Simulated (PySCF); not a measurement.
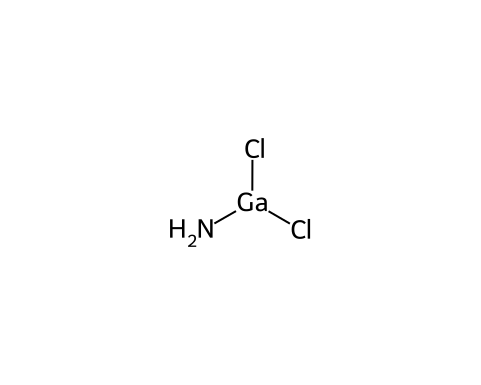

Source: calculation with PySCF.

A structural formula.

**Give its SMILES.**

[NH2][Ga]([Cl])[Cl]

**Give the formula, hydrogens included.**

Cl2GaH2N.
